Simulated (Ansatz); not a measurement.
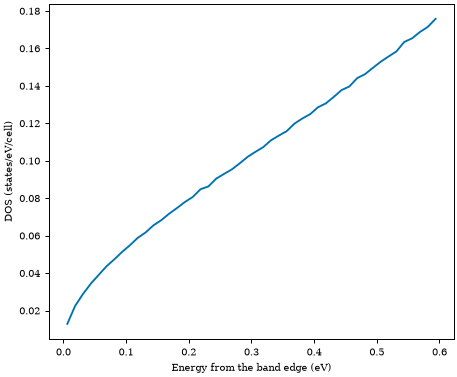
Fig. 1. Density of states of BeSe (F-43m) above the conduction band minimum, HSE06, rigid bands (Ansatz, a quantum-chemistry and plane-wave program); cell volume 33.7 Å³.

Problem. What effective density of states at 300 K does this give (∫ g(E) exp(−E/k_BT) dE, both spins, divided by the cell's size)?

Solution. 1.8e19 cm⁻³, a density-of-states mass of 0.81 mₑ, valleys and band degeneracy included.

Spin-orbit coupling is left out. Geometry: cell and atoms relaxed with PBEsol.
